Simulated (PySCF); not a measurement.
**CHO2 (SMILES O=[C]O) at UM06-2X/STO-6G**

What is the vertical doublet–quartet gap of CHO2 at UM06-2X/STO-6G? 

Program for the calculation: PySCF 2.14.0.

14 further runs of the same task are left out: 4 that didn't finish, 10 set aside as unsound or not needed.

### 1 The structure to begin with

The species is CHO2 (4 atoms), meant as a doublet with charge 0. SMILES: `O=[C]O`. The coordinates come from a PBE0-D4/def2-TZVP relaxation.

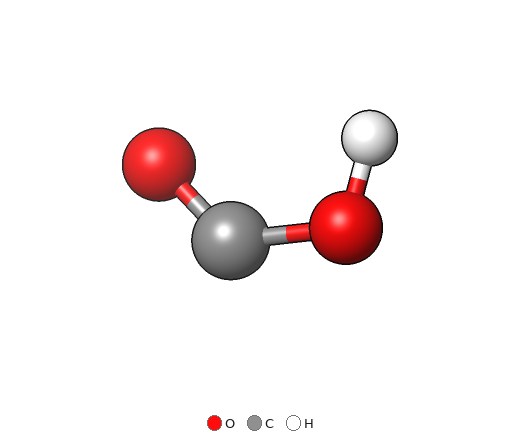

Viewed from a chosen angle; oxygen red, carbon grey, hydrogen white.

### 2 A single-point energy at UM06-2X/STO-6G

Input file run.py:

```python
from pyscf import gto, dft

mol = gto.M(
    atom='O 0.047700 0.326400 1.340500; C 0.481200 -0.303400 0.443400; O 0.134900 -0.348200 -0.825300; H -0.608300 0.264800 -0.978800',
    max_memory=1860,
    verbose=3,
    spin=1,
    charge=0,
    basis='sto-6g',
)

myscf = dft.UKS(mol)
myscf.xc = 'm06-2x'
myscf.grids.level = 5
myscf.conv_tol = 1e-10
myscf.kernel()
if not myscf.converged:
    myscf = myscf.newton().run(myscf.mo_coeff, myscf.mo_occ)

energy = myscf.e_tot
print('Final energy', energy)
```

The run is started by

```console
$ OMP_NUM_THREADS=1 python run.py
```

Standard output:

```text
converged SCF energy = -188.235727222427  <S^2> = 0.75189881  2S+1 = 2.0018979
Final energy -188.23572722242682
```

Wall time 6.9 s (1 thread of Arm Neoverse V1, shared host); peak memory 0.2 GiB.

### 3 The quartet at the same level

Input file calc.py:

```python
from pyscf import gto, dft

molecule = gto.Mole()
molecule.atom = '''
O      0.090140     0.616807     2.533178
C      0.909336    -0.573343     0.837905
O      0.254924    -0.658003    -1.559591
H     -1.149520     0.500399    -1.849664
'''
molecule.unit = 'bohr'
molecule.basis = 'sto-6g'
molecule.spin = 3
molecule.verbose = 4
molecule.max_memory = 1860
molecule.build()

mf = dft.UKS(molecule)
mf.xc = 'm06-2x'
mf.conv_tol = 1e-10
mf.grids.level = 5
mf.kernel()
if not mf.converged:
    mf = mf.newton().run(mf.mo_coeff, mf.mo_occ)

etot = mf.e_tot
print('E(%s) = %.9f' % ('M06-2X', etot))
```

The run is started by

```console
$ OMP_NUM_THREADS=1 python calc.py
```

Standard output:

```text
PySCF version 2.14.0

[INPUT] num. atoms = 4
[INPUT] num. electrons = 23
[INPUT] charge = 0
[INPUT] spin (= nelec alpha-beta = 2S) = 3
[INPUT] symmetry False subgroup None
[INPUT] Mole.unit = bohr
[INPUT] Symbol           X                Y                Z      unit          X                Y                Z       unit  Magmom
[INPUT]  1 O      0.047700033792   0.326400207936   1.340500068804 AA    0.090140000000   0.616807000000   2.533178000000 Bohr   0.0
[INPUT]  2 C      0.481199888269  -0.303400049641   0.443400230916 AA    0.909336000000  -0.573343000000   0.837905000000 Bohr   0.0
[INPUT]  3 O      0.134899971317  -0.348200192317  -0.825300015556 AA    0.254924000000  -0.658003000000  -1.559591000000 Bohr   0.0
[INPUT]  4 H     -0.608299787497   0.264799747167  -0.978800036659 AA   -1.149520000000   0.500399000000  -1.849664000000 Bohr   0.0

[... 48 lines left out ...]
[... the frontier-level lines of each cycle are left out ...]
[... 11 lines left out ...]
[... 11 lines left out ...]
[... 11 lines left out ...]
[... 11 lines left out ...]
[... 11 lines left out ...]
[... 5 lines left out ...]

cycle= 13 E= -187.992649625765  delta_E= -5.27e-10  |g|= 2.34e-06  |ddm|= 0.000127


cycle= 14 E= -187.992649626118  delta_E= -3.53e-10  |g|= 2.84e-07  |ddm|= 0.000203


cycle= 15 E= -187.99264962612  delta_E= -2.05e-12  |g|= 6.75e-08  |ddm|= 1.56e-05


Extra cycle  E= -187.99264962612  delta_E= 8.53e-14  |g|= 3.8e-08  |ddm|= 2.19e-07
converged SCF energy = -187.99264962612  <S^2> = 3.7512642  2S+1 = 4.000632
E(M06-2X) = -187.992649626
```

It took 7.8 s on 1 thread of Arm Neoverse V1, shared host; peak memory 0.2 GiB.

### 4 What came out

Level: UM06-2X/STO-6G.

```
                                        quantity          value
                           doublet: total energy  -188.23573 Eh
                          doublet: dipole moment         1.80 D
     doublet: HOMO energy (highest over α and β)       -5.12 eV
      doublet: LUMO energy (lowest over α and β)        2.33 eV
                                   doublet: ⟨S²⟩          0.752
                           quartet: total energy  -187.99265 Eh
                          quartet: dipole moment         2.20 D
     quartet: HOMO energy (highest over α and β)       -1.61 eV
                                   quartet: ⟨S²⟩          3.751
vertical energy of the quartet above the doublet       6.614 eV
```

At this shape the quartet lies 6.61 eV (153 kcal/mol) above the doublet. In a minimal basis such a difference can be off by several eV, whatever the method. Mulliken charges (doublet) run from -0.26 on O3 to +0.25 on H4; they depend strongly on the basis. Mulliken charges (quartet) run from -0.18 on O3 to +0.26 on H4.
